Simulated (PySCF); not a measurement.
# C₃H₉NSi₂: a tour of settings, part 2 of 2

PySCF 2.14.0. Atoms count from 0. The steps go on from the part before.

### Step 4. TDDFT and polarisability: B97-D/6-311G** in dichloromethane

Job settings and geometry (Å):

```
{"job": {"kind": "uv", "xc": "B97-D", "basis": "6-311G**", "solvent": "dichloromethane", "nstates": 12, "ntriplets": 2, "tda": true, "scf": {"guess": "huckel", "aux": "def2-qzvpp-jkfit"}}, "charge": 0, "multiplicity": 1}
C      1.909803     0.665358    -0.406531
Si     1.051167    -1.005726    -0.638703
C     -0.576698    -1.060382     0.363472
Si    -1.988785     0.052359    -0.235205
C     -1.442093     1.832857    -0.070618
N     -1.112085     2.925557     0.030008
H      2.820501     0.718071    -0.995543
H      1.272258     1.490852    -0.709999
H      2.182672     0.830832     0.632146
H      0.745630    -1.236365    -2.057422
H      1.919669    -2.090652    -0.156473
H     -0.355137    -0.823968     1.405499
H     -0.941794    -2.088086     0.361473
H     -2.301076    -0.143104    -1.653257
H     -3.188447    -0.059613     0.603586
```

Method: TDA B97-D/6-311G**, vertical, IEF-PCM dichloromethane (non-equilibrium linear response), core orbitals frozen in the response.

The log of the run:

```text
final grid: 116816 points
cycle   1  E = -745.9514201331  dE =  4.753e+00  |g| = 4.823e+00  |ddm| = 6.205e+00
cycle   2  E = -734.0749752664  dE =  1.188e+01  |g| = 7.088e+00  |ddm| = 2.477e+01
cycle   3  E = -752.6886561630  dE = -1.861e+01  |g| = 1.541e+00  |ddm| = 2.386e+01
cycle   4  E = -752.6244397760  dE =  6.422e-02  |g| = 1.679e+00  |ddm| = 2.508e+00
cycle   5  E = -753.3841092795  dE = -7.597e-01  |g| = 2.314e-01  |ddm| = 1.556e+00
cycle   6  E = -753.3929804631  dE = -8.871e-03  |g| = 1.318e-01  |ddm| = 2.623e-01
cycle   7  E = -753.3971381348  dE = -4.158e-03  |g| = 2.081e-02  |ddm| = 1.158e-01
cycle   8  E = -753.3972006919  dE = -6.256e-05  |g| = 1.416e-02  |ddm| = 2.327e-02
cycle   9  E = -753.3972460813  dE = -4.539e-05  |g| = 2.884e-03  |ddm| = 9.266e-03
cycle  10  E = -753.3972478116  dE = -1.730e-06  |g| = 1.012e-03  |ddm| = 2.186e-03
cycle  11  E = -753.3972480561  dE = -2.445e-07  |g| = 2.491e-04  |ddm| = 8.490e-04
cycle  12  E = -753.3972480714  dE = -1.527e-08  |g| = 5.040e-05  |ddm| = 2.478e-04
cycle  13  E = -753.3972480722  dE = -7.969e-10  |g| = 1.082e-05  |ddm| = 5.991e-05
converged SCF energy = -753.3972480722

Static polarisability (au): isotropic 107.999, principal 92.492 112.149 119.357

Singlet excitations
state   eV       nm        f      main configurations
  1   6.3177    196.2   0.02311   H->L 0.68, H-1->L 0.30
  2   6.4317    192.8   0.04653   H-1->L 0.58, H->L 0.20, H->L+1 0.16
  3   6.4674    191.7   0.00655   H->L+1 0.80, H->L 0.09
  4   6.5374    189.7   0.00403   H-1->L+1 0.99
  5   6.6944    185.2   0.00647   H-2->L 0.96
  6   6.8466    181.1   0.00515   H-2->L+1 0.98
  7   7.1742    172.8   0.02769   H-3->L 0.88
  8   7.4492    166.4   0.01145   H-3->L+1 0.53, H-4->L 0.40
  9   7.5743    163.7   0.00958   H-4->L+1 0.67, H-4->L 0.22
 10   7.7166    160.7   0.12866   H->L+2 0.89
 11   7.7986    159.0   0.01813   H-1->L+2 0.94
 12   7.8667    157.6   0.01999   H-5->L 0.81

Triplet excitations (Tamm-Dancoff, eV): 5.8953 6.2073
```

Wall time 29 s (1 thread of Arm Neoverse N1, shared host); peak memory 0.73 GiB.

Frontier orbitals and where they lie:

| orbital | eV | atoms |
| --- | --- | --- |
| HOMO−3 | -8.27 | N5 27 %, C4 18 %, H13 17 % |
| HOMO−2 | -7.86 | H9 33 %, Si1 26 %, C2 13 % |
| HOMO−1 | -7.55 | C0 37 %, Si1 24 %, H10 14 % |
| HOMO | -7.42 | C2 37 %, Si1 20 %, Si3 11 % |
| LUMO | -1.20 | C4 30 %, N5 30 %, Si3 22 % |
| LUMO+1 | -1.04 | C4 37 %, N5 34 %, Si3 14 % |
| LUMO+2 | 0.20 | Si3 51 %, Si1 12 %, C4 9 % |

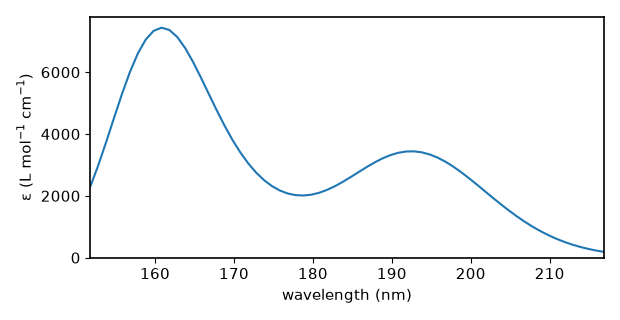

Absorption spectrum: each of the 12 states is a Gaussian band of 0.4 eV half-width at 1/e. Beyond the last state computed it falls off for lack of states.

Further results of this job:

| property | computed |
| --- | --- |
| dipole moment (D) | 4.14 |
| polarisability (Å³) | 16.00 |
| HOMO–LUMO gap (eV) | 6.22 |
| −ε(HOMO) (eV) | 7.42 |

### Step 5. Nuclear shieldings: PBE0/pcSseg-1

Same as in step 4 but for these lines:

```diff
@@ -1,2 +1,2 @@
-{"job": {"kind": "uv", "xc": "B97-D", "basis": "6-311G**", "solvent": "dichloromethane", "nstates": 12, "ntriplets": 2, "tda": true, "scf": {"guess": "huckel", "aux": "def2-qzvpp-jkfit"}}, "charge": 0, "multiplicity": 1}
+{"job": {"kind": "nmr", "xc": "PBE0", "basis": "pcSseg-1", "pop": false}, "charge": 0, "multiplicity": 1}
 C      1.909803     0.665358    -0.406531
```

Level: GIAO PBE0/pcSseg-1 NMR shielding, non-relativistic, gas phase.

The log of the run:

```text
coarse grid: 13152 points
cycle   1  E = -752.8799141800  dE =  2.301e-01  |g| = 5.188e-01  |ddm| = 3.412e+00
cycle   2  E = -752.7797132522  dE =  1.002e-01  |g| = 8.383e-01  |ddm| = 9.425e-01
cycle   3  E = -752.9375653398  dE = -1.579e-01  |g| = 2.219e-01  |ddm| = 5.992e-01
cycle   4  E = -752.9480243577  dE = -1.046e-02  |g| = 3.680e-02  |ddm| = 1.415e-01
cycle   5  E = -752.9483345104  dE = -3.102e-04  |g| = 1.027e-02  |ddm| = 3.950e-02
cycle   6  E = -752.9483624122  dE = -2.790e-05  |g| = 2.037e-03  |ddm| = 1.141e-02
cycle   7  E = -752.9483634280  dE = -1.016e-06  |g| = 6.239e-04  |ddm| = 2.265e-03
final grid: 116816 points
cycle   8  E = -752.9814439018  dE = -2.154e-05  |g| = 6.250e-03  |ddm| = 1.905e-02
cycle   9  E = -752.9814395709  dE =  4.331e-06  |g| = 7.477e-03  |ddm| = 1.057e-02
cycle  10  E = -752.9814532957  dE = -1.372e-05  |g| = 1.346e-03  |ddm| = 5.943e-03
cycle  11  E = -752.9814536588  dE = -3.631e-07  |g| = 4.037e-04  |ddm| = 8.930e-04
cycle  12  E = -752.9814536933  dE = -3.450e-08  |g| = 7.509e-05  |ddm| = 2.985e-04
cycle  13  E = -752.9814536946  dE = -1.307e-09  |g| = 2.283e-05  |ddm| = 7.884e-05
cycle  14  E = -752.9814536947  dE = -1.260e-10  |g| = 6.836e-06  |ddm| = 2.654e-05
converged SCF energy = -752.9814536947

GIAO shielding tensors (ppm)
atom      isotropic    diamagn.    paramagn.     s11        s22        s33       span
  0 C      192.407     255.400     -62.992    188.684    190.427    198.111      9.427
  1 Si     390.438     881.139    -490.701    354.640    389.970    426.705     72.065
  2 C      195.683     259.347     -63.664    188.450    191.757    206.841     18.390
  3 Si     418.096     879.555    -461.459    387.112    399.920    467.255     80.143
  4 C       60.433     264.102    -203.669    -57.730    -48.227    287.256    344.986
  5 N      -98.732     337.976    -436.708   -295.769   -292.759    292.332    588.101
  6 H       31.508      29.780       1.728     26.820     27.818     39.886     13.066
  7 H       30.595      34.493      -3.898     24.794     29.147     37.844     13.049
  8 H       31.396      32.683      -1.287     27.378     28.680     38.131     10.753
  9 H       27.377      30.102      -2.725     24.157     25.678     32.296      8.140
 10 H       27.192      29.527      -2.334     23.269     25.364     32.944      9.675
 11 H       31.593      33.792      -2.199     27.395     28.745     38.639     11.244
 12 H       31.898      31.068       0.830     26.241     28.804     40.649     14.408
 13 H       27.286      28.314      -1.028     24.431     25.111     32.316      7.886
 14 H       27.065      27.250      -0.184     23.310     24.997     32.889      9.579
```

It took 25 s on 1 thread of Arm Neoverse N1, shared host; peak memory 0.77 GiB.

This run: δ C4 126.5, C0 -5.5, C2 -8.8, Si1 -41.3, H13 4.54, H9 4.43 ppm (means over like atoms).

### Step 6. Ultraviolet spectrum: OLYP/pcseg-1

Same as in step 5 but for these lines:

```diff
@@ -1,2 +1,2 @@
-{"job": {"kind": "nmr", "xc": "PBE0", "basis": "pcSseg-1", "pop": false}, "charge": 0, "multiplicity": 1}
+{"job": {"kind": "uv", "xc": "OLYP", "basis": "pcseg-1", "nstates": 6, "ntriplets": 5, "tda": true, "scf": {"conv": 1e-06, "aux": "def2-universal-jkfit"}}, "charge": 0, "multiplicity": 1}
 C      1.909803     0.665358    -0.406531
```

With the program's defaults for keys left out, this is: TDA OLYP/pcseg-1, vertical, gas phase, core orbitals frozen in the response.

The log of the run:

```text
final grid: 116816 points
cycle   1  E = -753.2340340680  dE =  1.848e-01  |g| = 6.041e-01  |ddm| = 3.902e+00
cycle   2  E = -752.9893605174  dE =  2.447e-01  |g| = 1.132e+00  |ddm| = 1.722e+00
cycle   3  E = -753.2934139902  dE = -3.041e-01  |g| = 4.238e-01  |ddm| = 1.193e+00
cycle   4  E = -753.3340486758  dE = -4.063e-02  |g| = 5.906e-02  |ddm| = 3.138e-01
cycle   5  E = -753.3349730595  dE = -9.244e-04  |g| = 1.799e-02  |ddm| = 8.944e-02
cycle   6  E = -753.3350637463  dE = -9.069e-05  |g| = 6.226e-03  |ddm| = 2.783e-02
cycle   7  E = -753.3350749403  dE = -1.119e-05  |g| = 1.622e-03  |ddm| = 8.622e-03
cycle   8  E = -753.3350757066  dE = -7.663e-07  |g| = 2.512e-04  |ddm| = 2.130e-03
converged SCF energy = -753.3350757066

Static polarisability (au): isotropic 80.900, principal 66.544 86.492 89.664

Singlet excitations
state   eV       nm        f      main configurations
  1   6.6125    187.5   0.00148   H-1->L 0.98
  2   6.6650    186.0   0.06162   H->L 0.90
  3   6.8421    181.2   0.00594   H->L+1 0.81, H-1->L+1 0.12
  4   6.9022    179.6   0.00101   H-1->L+1 0.78, H-2->L 0.10
  5   6.9169    179.2   0.00157   H-2->L 0.84
  6   7.1754    172.8   0.02536   H-3->L 0.78, H-2->L+1 0.09

Triplet excitations (Tamm-Dancoff, eV): 6.0090 6.4093 6.4728 6.5522 6.7167
```

Run time: 22 s. Hardware: 1 thread of Arm Neoverse N1, shared host; peak memory 0.49 GiB.

Key values: HOMO -7.60 eV, LUMO -1.12 eV; lowest singlet 6.61 eV.

### Step 7. Run by run: NMR shifts

Isotropic shieldings (ppm) of some atoms, chosen among heavy atoms and hydrogens apart, means over like atoms, with basis size and wall time:

| run | C4 | C0 | H9 | H6 | Si1 | Si3 | N5 | functions | time |
| --- | --- | --- | --- | --- | --- | --- | --- | --- | --- |
| B97-2/def2-SVPD in acetonitrile | 73.4 | 199.2 | 27.57 | 31.48 | 441.7 | 473.4 | -31.7 | 200 | 40 s |
| PBE0/pcSseg-1 | 60.4 | 192.4 | 27.28 | 31.17 | 390.4 | 418.1 | -98.7 | 161 | 25 s |

### Step 8. Comparing the runs: electronic excitations

Excitations and ground-state properties, with basis size and wall time:

| run | lowest singlet (eV) | brightest (eV) | f | gap (eV) | α (Å³) | μ (D) | functions | time |
| --- | --- | --- | --- | --- | --- | --- | --- | --- |
| B97-D/6-311G** in dichloromethane | 6.32 | 7.72 | 0.129 | 6.22 | 16.00 | 4.14 | 178 | 29 s |
| OLYP/pcseg-1 | 6.61 | 6.67 | 0.062 | 6.48 | 11.99 | 3.30 | 137 | 22 s |

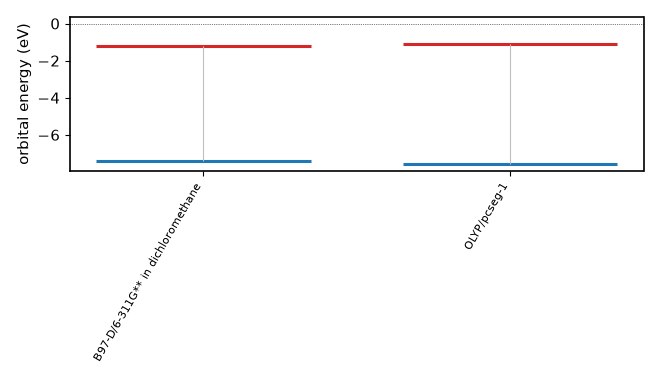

HOMO (blue) and LUMO (red) run by run.

### Step 9. Summary of results

The summary covers parts 1 to 2.

| quantity | value |
| --- | --- |
| largest coupling of the table (KT3/6-311G**) | 1J(Si,H) Si3–H13, -220.6 Hz (mean over like pairs) |
| shieldings of C, H, Si (B97-2/def2-SVPD, acetonitrile, a mean where the table joins atoms) | C4 73.4, C0 199.2, C2 201.0, H13 27.3, H9 27.6, H6 31.5, H11 31.6, Si1 441.7 ppm and more |
| lowest singlet (B97-D/6-311G**) | 6.32 eV (196 nm), f = 0.023 |
| brightest single state of those computed | state 10, 7.72 eV, f = 0.129 |
| lowest triplet | 5.90 eV |
| range of the shielding of N5 | -98.7 to -31.7 ppm |
| range of the lowest singlet | 6.32 to 6.61 eV |

Single values in the summary come from the first sound run of each kind (KT3/6-311G**; B97-2/def2-SVPD; B97-D/6-311G**), which need not be the best level. In the run at KT3/6-311G**, the largest coupling of the table is Si3–H13 (mean over like pairs), -220.6 Hz, of which the Fermi-contact term gives -221.0 Hz. Couplings across rotatable bonds belong to this one conformer; where others are populated, the observed values are averages, and the simulated multiplets take (2 J gauche + J anti)/3 across rotating chain bonds. At B97-2/def2-SVPD: The largest span, 498 ppm, is at N5, where the paramagnetic term is -342 ppm. The first singlet state (HOMO→LUMO 0.68, HOMO−1→LUMO 0.30) lies at 6.32 eV and is weak; of the 12 states computed, the strongest absorption comes from state 10 at 7.72 eV. The lowest triplet lies 0.42 eV below the lowest singlet. The basis of B97-D/6-311G** has no diffuse functions, so Rydberg states are missing and the high states are unreliable. In ppm, N5 moves most: its shielding spreads over 67.0 ppm, from -98.7 (PBE0/pcSseg-1) to -31.7 (B97-2/def2-SVPD in acetonitrile). The lowest singlet runs from 6.32 eV (B97-D/6-311G** in dichloromethane) to 6.61 eV (OLYP/pcseg-1), while the orbital gap spans 6.22 to 6.48 eV. The lowest state need not be the same one in every run. The runs solved for a few states only, so the brightest column depends on that window. Couplings from bases without tight functions are rough.
